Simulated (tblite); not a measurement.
## Geometry relaxation, with input and output: Ge20H12 (part 2 of 2)

The same run, continued: Ge20H12; GFN2-xTB geometry optimisation, gas phase (tblite 0.8.0). 

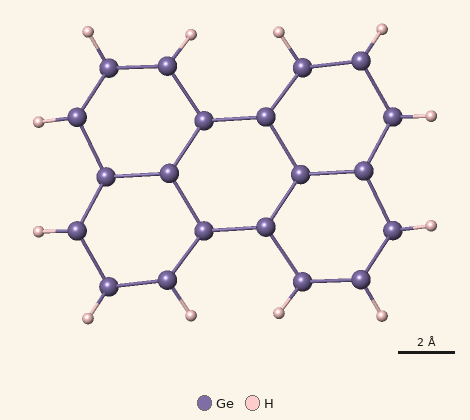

Figure 1. The geometry at step 25 of the log (ball-and-stick view, seen on its broad side).

Trajectory as extended XYZ, continued:
```
32
Properties=species:S:1:pos:R:3:forces:R:3 step=14 energy=-1221.84427
Ge    2.0338    1.1749   -0.4007   -0.0220  -0.0260  -0.0080
Ge    0.0003    2.3786    0.3380   -0.0030  -0.0170   0.0240
Ge   -2.0353    1.1769   -0.4001    0.0260  -0.0260  -0.0060
Ge   -2.0350   -1.1748    0.3952    0.0220   0.0260   0.0070
Ge   -0.0002   -2.3788   -0.3405    0.0020   0.0190  -0.0240
Ge    2.0338   -1.1751    0.3989   -0.0240   0.0240   0.0060
Ge   -3.9387   -2.4141   -0.4853   -0.0040   0.0040   0.0300
Ge   -3.9904   -4.6246    0.5130    0.0080   0.0020   0.0020
Ge   -2.0708   -5.6967   -0.4945    0.0040  -0.0090   0.0210
Ge   -0.0009   -4.7507    0.4032   -0.0010   0.0360  -0.0220
Ge    3.9905    4.6254   -0.5160   -0.0060   0.0020   0.0000
Ge    2.0719    5.6959    0.4950   -0.0050   0.0040  -0.0190
Ge   -0.0003    4.7527   -0.4002    0.0000  -0.0370   0.0230
Ge    3.9353    2.4150    0.4823    0.0110  -0.0070  -0.0320
Ge    3.9363   -2.4151   -0.4831    0.0050   0.0070   0.0310
Ge    2.0714   -5.6939   -0.4911   -0.0030  -0.0080   0.0200
Ge    3.9931   -4.6251    0.5159   -0.0080   0.0000   0.0020
Ge   -2.0719    5.6958    0.4965    0.0040   0.0030  -0.0190
Ge   -3.9917    4.6271   -0.5140    0.0050   0.0010   0.0010
Ge   -3.9368    2.4164    0.4838   -0.0050  -0.0030  -0.0290
H    -5.1678   -1.6388    0.1596    0.0460   0.0100  -0.0040
H    -5.2414   -5.3434   -0.1491    0.0090   0.0150  -0.0060
H    -2.0030   -7.1442    0.1566   -0.0010   0.0160  -0.0160
H     5.2401    5.3439    0.1493   -0.0100  -0.0170   0.0050
H     2.0030    7.1458   -0.1493    0.0010  -0.0120   0.0130
H     5.1673    1.6392   -0.1582   -0.0500  -0.0080   0.0060
H     5.1666   -1.6381    0.1578   -0.0460   0.0100  -0.0050
H     2.0034   -7.1444    0.1529    0.0010   0.0150  -0.0140
H     5.2406   -5.3437   -0.1526   -0.0090   0.0150  -0.0060
H    -2.0034    7.1458   -0.1472    0.0000  -0.0100   0.0120
H    -5.2418    5.3461    0.1510    0.0130  -0.0180   0.0040
H    -5.1671    1.6410   -0.1579    0.0430  -0.0120   0.0030
32
Properties=species:S:1:pos:R:3:forces:R:3 step=16 energy=-1221.84645
Ge    2.0316    1.1769   -0.4011   -0.0290  -0.0670  -0.0180
Ge    0.0010    2.3768    0.3397   -0.0130  -0.0300   0.0420
Ge   -2.0339    1.1791   -0.4008    0.0450  -0.0680  -0.0130
Ge   -2.0334   -1.1768    0.3962    0.0360   0.0660   0.0120
Ge   -0.0002   -2.3772   -0.3425    0.0030   0.0380  -0.0380
Ge    2.0321   -1.1766    0.3996   -0.0390   0.0590   0.0120
Ge   -3.9329   -2.4142   -0.4812   -0.0170  -0.0120   0.0120
Ge   -3.9915   -4.6242    0.5152    0.0530   0.0090   0.0110
Ge   -2.0696   -5.6944   -0.4940   -0.0220   0.0040   0.0200
Ge   -0.0007   -4.7441    0.3977   -0.0040   0.0070   0.0020
Ge    3.9911    4.6258   -0.5181   -0.0450  -0.0140  -0.0080
Ge    2.0703    5.6937    0.4939    0.0230  -0.0120  -0.0100
Ge   -0.0003    4.7463   -0.3945   -0.0010  -0.0110  -0.0050
Ge    3.9293    2.4149    0.4785    0.0280   0.0140  -0.0190
Ge    3.9307   -2.4152   -0.4789    0.0150  -0.0100   0.0130
Ge    2.0702   -5.6917   -0.4902    0.0220   0.0060   0.0120
Ge    3.9938   -4.6252    0.5177   -0.0500   0.0120   0.0140
Ge   -2.0705    5.6939    0.4954   -0.0220  -0.0150  -0.0090
Ge   -3.9921    4.6270   -0.5159    0.0410  -0.0070  -0.0080
Ge   -3.9313    2.4161    0.4793   -0.0170   0.0190  -0.0070
H    -5.1592   -1.6372    0.1610    0.0310   0.0180   0.0010
H    -5.2368   -5.3393   -0.1500   -0.0210   0.0000  -0.0210
H    -2.0034   -7.1412    0.1558    0.0060   0.0080  -0.0120
H     5.2360    5.3397    0.1504    0.0170  -0.0020   0.0190
H     2.0034    7.1422   -0.1484   -0.0070   0.0030   0.0060
H     5.1592    1.6372   -0.1600   -0.0410  -0.0130   0.0030
H     5.1580   -1.6363    0.1593   -0.0300   0.0170   0.0010
H     2.0037   -7.1410    0.1521   -0.0070   0.0030  -0.0080
H     5.2361   -5.3395   -0.1536    0.0220  -0.0010  -0.0220
H    -2.0037    7.1423   -0.1463    0.0080   0.0050   0.0050
H    -5.2375    5.3419    0.1522   -0.0130  -0.0050   0.0170
H    -5.1586    1.6392   -0.1593    0.0260  -0.0210  -0.0040
32
Properties=species:S:1:pos:R:3:forces:R:3 step=20 energy=-1221.85563
Ge    2.0144    1.1670   -0.4137   -0.0100  -0.0200   0.0130
Ge    0.0006    2.3549    0.3699   -0.0070  -0.0420   0.0060
Ge   -2.0159    1.1691   -0.4133    0.0190  -0.0270   0.0180
Ge   -2.0163   -1.1668    0.4099    0.0210   0.0240  -0.0210
Ge    0.0000   -2.3546   -0.3726   -0.0040   0.0440   0.0010
Ge    2.0143   -1.1664    0.4121   -0.0180   0.0180  -0.0150
Ge   -3.9108   -2.4140   -0.4618    0.0370   0.0220  -0.0090
Ge   -3.9823   -4.6212    0.5284   -0.0140  -0.0100   0.0080
Ge   -2.0686   -5.6849   -0.4884   -0.0040   0.0140  -0.0040
Ge   -0.0009   -4.7113    0.3811   -0.0020  -0.0550   0.0120
Ge    3.9821    4.6241   -0.5300    0.0200  -0.0060  -0.0100
Ge    2.0681    5.6833    0.4882    0.0090  -0.0070   0.0150
Ge   -0.0006    4.7130   -0.3783   -0.0030   0.0530  -0.0220
Ge    3.9088    2.4146    0.4585   -0.0400  -0.0140   0.0040
Ge    3.9090   -2.4142   -0.4585   -0.0390   0.0190  -0.0100
Ge    2.0689   -5.6824   -0.4847    0.0000   0.0120  -0.0120
Ge    3.9845   -4.6229    0.5299    0.0190   0.0000   0.0140
Ge   -2.0690    5.6840    0.4900   -0.0040  -0.0060   0.0120
Ge   -3.9832    4.6246   -0.5278   -0.0170   0.0030  -0.0160
Ge   -3.9102    2.4159    0.4590    0.0380  -0.0210   0.0120
H    -5.1226   -1.6192    0.1684   -0.0360   0.0240   0.0250
H    -5.2263   -5.3230   -0.1592   -0.0020   0.0070   0.0010
H    -2.0028   -7.1351    0.1488    0.0240  -0.0020  -0.0030
H     5.2265    5.3227    0.1598    0.0000  -0.0040   0.0000
H     2.0025    7.1363   -0.1424   -0.0250   0.0030   0.0010
H     5.1223    1.6191   -0.1680    0.0350  -0.0230  -0.0260
H     5.1222   -1.6177    0.1667    0.0360   0.0240   0.0260
H     2.0022   -7.1350    0.1462   -0.0230  -0.0040   0.0000
H     5.2261   -5.3230   -0.1628    0.0030   0.0050  -0.0010
H    -2.0020    7.1375   -0.1406    0.0240  -0.0020   0.0030
H    -5.2265    5.3244    0.1618   -0.0030  -0.0040   0.0020
H    -5.1234    1.6200   -0.1673   -0.0350  -0.0230  -0.0260
32
Properties=species:S:1:pos:R:3:forces:R:3 step=21 energy=-1221.85649
Ge    2.0128    1.1649   -0.4154   -0.0100  -0.0060   0.0190
Ge    0.0003    2.3515    0.3742   -0.0020  -0.0230  -0.0110
Ge   -2.0138    1.1669   -0.4148    0.0130  -0.0110   0.0220
Ge   -2.0143   -1.1646    0.4114    0.0170   0.0090  -0.0240
Ge   -0.0001   -2.3510   -0.3767   -0.0030   0.0220   0.0160
Ge    2.0123   -1.1645    0.4137   -0.0140   0.0060  -0.0190
Ge   -3.9091   -2.4129   -0.4610    0.0280   0.0290   0.0040
Ge   -3.9814   -4.6212    0.5294   -0.0290  -0.0070   0.0020
Ge   -2.0687   -5.6844   -0.4881    0.0040   0.0040   0.0000
Ge   -0.0010   -4.7101    0.3816   -0.0010  -0.0400  -0.0010
Ge    3.9815    4.6237   -0.5310    0.0330  -0.0020  -0.0040
Ge    2.0681    5.6830    0.4883    0.0000   0.0010   0.0070
Ge   -0.0007    4.7116   -0.3791   -0.0010   0.0400  -0.0060
Ge    3.9072    2.4139    0.4574   -0.0300  -0.0250  -0.0050
Ge    3.9072   -2.4132   -0.4576   -0.0280   0.0270   0.0020
Ge    2.0688   -5.6820   -0.4847   -0.0060   0.0020  -0.0060
Ge    3.9838   -4.6226    0.5310    0.0320  -0.0010   0.0060
Ge   -2.0690    5.6837    0.4900    0.0030   0.0030   0.0040
Ge   -3.9825    4.6245   -0.5290   -0.0290   0.0030  -0.0080
Ge   -3.9085    2.4149    0.4582    0.0280  -0.0310  -0.0020
H    -5.1226   -1.6165    0.1693   -0.0230   0.0140   0.0190
H    -5.2268   -5.3223   -0.1598    0.0070   0.0110   0.0070
H    -2.0021   -7.1364    0.1481    0.0230   0.0070  -0.0060
H     5.2270    5.3220    0.1604   -0.0080  -0.0090  -0.0050
H     2.0017    7.1377   -0.1418   -0.0240  -0.0070   0.0060
H     5.1221    1.6165   -0.1690    0.0230  -0.0130  -0.0200
H     5.1223   -1.6149    0.1677    0.0220   0.0130   0.0200
H     2.0014   -7.1364    0.1456   -0.0220   0.0060  -0.0050
H     5.2267   -5.3224   -0.1635   -0.0070   0.0100   0.0060
H    -2.0013    7.1389   -0.1400    0.0230  -0.0110   0.0070
H    -5.2269    5.3237    0.1625    0.0040  -0.0080  -0.0040
H    -5.1235    1.6172   -0.1683   -0.0210  -0.0120  -0.0190
32
Properties=species:S:1:pos:R:3:forces:R:3 step=25 energy=-1221.85842
Ge    2.0070    1.1611   -0.4148   -0.0110   0.0070  -0.0170
Ge   -0.0003    2.3453    0.3771    0.0040   0.0430  -0.0070
Ge   -2.0073    1.1621   -0.4138    0.0040   0.0100  -0.0200
Ge   -2.0076   -1.1603    0.4102    0.0040  -0.0100   0.0210
Ge   -0.0005   -2.3447   -0.3788    0.0020  -0.0450   0.0040
Ge    2.0059   -1.1607    0.4132   -0.0050  -0.0050   0.0190
Ge   -3.9014   -2.4080   -0.4563   -0.0210   0.0070   0.0140
Ge   -3.9836   -4.6207    0.5325    0.0030   0.0210   0.0040
Ge   -2.0691   -5.6814   -0.4873   -0.0110   0.0050  -0.0060
Ge   -0.0012   -4.7115    0.3784    0.0010   0.0110  -0.0010
Ge    3.9843    4.6221   -0.5342   -0.0070  -0.0130  -0.0050
Ge    2.0691    5.6804    0.4885    0.0100  -0.0080   0.0000
Ge   -0.0009    4.7131   -0.3770    0.0020  -0.0080   0.0060
Ge    3.8996    2.4094    0.4525    0.0210  -0.0120  -0.0090
Ge    3.8996   -2.4085   -0.4532    0.0220   0.0080   0.0120
Ge    2.0689   -5.6792   -0.4848    0.0140   0.0070  -0.0020
Ge    3.9864   -4.6214    0.5347   -0.0060   0.0160   0.0020
Ge   -2.0695    5.6813    0.4900   -0.0120  -0.0100   0.0020
Ge   -3.9849    4.6235   -0.5329    0.0050  -0.0180  -0.0010
Ge   -3.9010    2.4098    0.4538   -0.0200  -0.0080  -0.0140
H    -5.1194   -1.6108    0.1743    0.0040   0.0020   0.0070
H    -5.2247   -5.3177   -0.1611   -0.0130   0.0010  -0.0070
H    -1.9969   -7.1336    0.1456    0.0190  -0.0020  -0.0040
H     5.2248    5.3176    0.1620    0.0140  -0.0010   0.0070
H     1.9963    7.1350   -0.1396   -0.0180   0.0010   0.0050
H     5.1187    1.6110   -0.1743   -0.0030  -0.0020  -0.0080
H     5.1190   -1.6093    0.1729   -0.0050   0.0020   0.0070
H     1.9961   -7.1338    0.1435   -0.0190   0.0000  -0.0050
H     5.2246   -5.3177   -0.1650    0.0120   0.0020  -0.0060
H    -1.9959    7.1357   -0.1378    0.0180   0.0020   0.0040
H    -5.2250    5.3192    0.1643   -0.0130  -0.0020   0.0060
H    -5.1203    1.6117   -0.1736    0.0050  -0.0010  -0.0070
32
Properties=species:S:1:pos:R:3:forces:R:3 step=28 energy=-1221.86049
Ge    1.9954    1.1590   -0.4184    0.0120  -0.0030  -0.0320
Ge    0.0004    2.3499    0.3781   -0.0080   0.0180   0.0160
Ge   -1.9972    1.1598   -0.4177    0.0000   0.0020  -0.0320
Ge   -1.9971   -1.1583    0.4142   -0.0060   0.0000   0.0340
Ge   -0.0006   -2.3496   -0.3797    0.0050  -0.0100  -0.0170
Ge    1.9955   -1.1580    0.4174    0.0060  -0.0030   0.0280
Ge   -3.8963   -2.3986   -0.4443   -0.0130  -0.0180  -0.0120
Ge   -3.9873   -4.6140    0.5378    0.0200   0.0020   0.0040
Ge   -2.0722   -5.6758   -0.4872   -0.0120   0.0150  -0.0030
Ge   -0.0010   -4.7091    0.3717    0.0010  -0.0190   0.0140
Ge    3.9877    4.6163   -0.5396   -0.0170  -0.0110   0.0010
Ge    2.0725    5.6748    0.4880    0.0100  -0.0140   0.0030
Ge   -0.0005    4.7115   -0.3704    0.0000   0.0120  -0.0100
Ge    3.8947    2.3991    0.4415    0.0110   0.0260   0.0060
Ge    3.8950   -2.3989   -0.4419    0.0060  -0.0200  -0.0090
Ge    2.0724   -5.6737   -0.4847    0.0100   0.0140  -0.0020
Ge    3.9895   -4.6151    0.5398   -0.0190   0.0070   0.0020
Ge   -2.0727    5.6755    0.4896   -0.0090  -0.0160   0.0030
Ge   -3.9880    4.6171   -0.5380    0.0130  -0.0060   0.0020
Ge   -3.8959    2.3997    0.4421   -0.0100   0.0270   0.0110
H    -5.1121   -1.6024    0.1834   -0.0140   0.0180   0.0200
H    -5.2244   -5.3099   -0.1644   -0.0160   0.0050  -0.0070
H    -1.9841   -7.1292    0.1402    0.0040  -0.0050  -0.0030
H     5.2244    5.3098    0.1659    0.0150  -0.0040   0.0070
H     1.9834    7.1302   -0.1346   -0.0040   0.0070   0.0030
H     5.1116    1.6028   -0.1842    0.0140  -0.0180  -0.0200
H     5.1113   -1.6011    0.1822    0.0170   0.0190   0.0210
H     1.9832   -7.1289    0.1386   -0.0040  -0.0060  -0.0030
H     5.2239   -5.3095   -0.1684    0.0170   0.0040  -0.0070
H    -1.9831    7.1308   -0.1329    0.0040   0.0080   0.0020
H    -5.2248    5.3112    0.1682   -0.0110  -0.0070   0.0040
H    -5.1125    1.6036   -0.1832   -0.0170  -0.0200  -0.0220
32
Properties=species:S:1:pos:R:3:forces:R:3 step=29 energy=-1221.86112
Ge    1.9921    1.1582   -0.4210    0.0180  -0.0030  -0.0220
Ge    0.0005    2.3527    0.3791   -0.0100   0.0030   0.0100
Ge   -1.9942    1.1591   -0.4205   -0.0030   0.0010  -0.0220
Ge   -1.9941   -1.1577    0.4170   -0.0090   0.0000   0.0240
Ge   -0.0005   -2.3524   -0.3807    0.0040   0.0060  -0.0110
Ge    1.9925   -1.1572    0.4202    0.0090  -0.0050   0.0180
Ge   -3.8964   -2.3951   -0.4411   -0.0090  -0.0170  -0.0100
Ge   -3.9883   -4.6116    0.5391    0.0100  -0.0090  -0.0020
Ge   -2.0737   -5.6743   -0.4876   -0.0030   0.0080   0.0040
Ge   -0.0010   -4.7097    0.3714    0.0010  -0.0240   0.0090
Ge    3.9886    4.6139   -0.5410   -0.0060  -0.0030   0.0070
Ge    2.0739    5.6733    0.4882    0.0010  -0.0070  -0.0020
Ge   -0.0003    4.7122   -0.3701   -0.0010   0.0160  -0.0060
Ge    3.8947    2.3954    0.4386    0.0070   0.0250   0.0020
Ge    3.8950   -2.3953   -0.4389    0.0010  -0.0180  -0.0060
Ge    2.0740   -5.6722   -0.4851   -0.0010   0.0080   0.0030
Ge    3.9904   -4.6127    0.5411   -0.0080  -0.0020  -0.0030
Ge   -2.0741    5.6739    0.4900    0.0010  -0.0090  -0.0030
Ge   -3.9890    4.6146   -0.5393    0.0030   0.0040   0.0070
Ge   -3.8959    2.3961    0.4391   -0.0070   0.0250   0.0090
H    -5.1127   -1.5991    0.1867   -0.0120   0.0160   0.0200
H    -5.2260   -5.3081   -0.1654   -0.0060   0.0120  -0.0010
H    -1.9793   -7.1294    0.1384   -0.0040   0.0030  -0.0070
H     5.2259    5.3081    0.1670    0.0050  -0.0110   0.0000
H     1.9786    7.1303   -0.1328    0.0040   0.0000   0.0060
H     5.1121    1.5995   -0.1878    0.0110  -0.0170  -0.0200
H     5.1117   -1.5978    0.1857    0.0150   0.0170   0.0210
H     1.9784   -7.1289    0.1369    0.0050   0.0020  -0.0070
H     5.2254   -5.3076   -0.1694    0.0070   0.0100  -0.0010
H    -1.9783    7.1308   -0.1312   -0.0050  -0.0010   0.0060
H    -5.2263    5.3094    0.1693   -0.0020  -0.0140  -0.0020
H    -5.1129    1.6004   -0.1868   -0.0150  -0.0180  -0.0220
32
Properties=species:S:1:pos:R:3:forces:R:3 step=31 energy=-1221.86158
Ge    1.9920    1.1578   -0.4236    0.0140   0.0010  -0.0020
Ge    0.0001    2.3547    0.3800   -0.0040  -0.0060  -0.0070
Ge   -1.9936    1.1589   -0.4231   -0.0070   0.0020  -0.0020
Ge   -1.9938   -1.1575    0.4196   -0.0090  -0.0010   0.0030
Ge   -0.0003   -2.3541   -0.3816    0.0010   0.0090   0.0070
Ge    1.9922   -1.1571    0.4226    0.0100  -0.0040   0.0010
Ge   -3.8984   -2.3939   -0.4409   -0.0080  -0.0040   0.0030
Ge   -3.9885   -4.6110    0.5391   -0.0040  -0.0120  -0.0050
Ge   -2.0743   -5.6741   -0.4878    0.0070  -0.0010   0.0060
Ge   -0.0009   -4.7119    0.3731    0.0000  -0.0120  -0.0010
Ge    3.9890    4.6128   -0.5408    0.0060   0.0070   0.0080
Ge    2.0746    5.6731    0.4884   -0.0070   0.0010  -0.0050
Ge   -0.0003    4.7141   -0.3716   -0.0010   0.0080   0.0020
Ge    3.8965    2.3944    0.4381    0.0080   0.0060  -0.0090
Ge    3.8966   -2.3941   -0.4387    0.0060  -0.0030   0.0060
Ge    2.0745   -5.6719   -0.4853   -0.0090  -0.0010   0.0060
Ge    3.9906   -4.6118    0.5410    0.0050  -0.0090  -0.0060
Ge   -2.0746    5.6735    0.4902    0.0080   0.0010  -0.0070
Ge   -3.9895    4.6137   -0.5390   -0.0060   0.0100   0.0070
Ge   -3.8977    2.3953    0.4389   -0.0080   0.0060  -0.0050
H    -5.1157   -1.5970    0.1888   -0.0010   0.0070   0.0140
H    -5.2281   -5.3076   -0.1655    0.0030   0.0140   0.0040
H    -1.9772   -7.1305    0.1373   -0.0100   0.0100  -0.0100
H     5.2278    5.3077    0.1671   -0.0040  -0.0140  -0.0050
H     1.9766    7.1315   -0.1318    0.0100  -0.0080   0.0090
H     5.1152    1.5975   -0.1900   -0.0010  -0.0060  -0.0130
H     5.1148   -1.5957    0.1879    0.0010   0.0060   0.0140
H     1.9764   -7.1300    0.1358    0.0100   0.0090  -0.0090
H     5.2274   -5.3072   -0.1695   -0.0030   0.0140   0.0040
H    -1.9764    7.1319   -0.1301   -0.0110  -0.0090   0.0090
H    -5.2282    5.3088    0.1693    0.0050  -0.0150  -0.0050
H    -5.1160    1.5983   -0.1890   -0.0010  -0.0070  -0.0140
```

Results in brief:

```tsv
quantity	value
outcome	converged
total energy	−1221.8616 eV
HOMO	−8.81 eV
LUMO	−8.32 eV
point group	C2h
dipole moment	0.00 D
wall time	5.1 s (CPU time 6.4 s)
peak memory	0.17 GiB
```
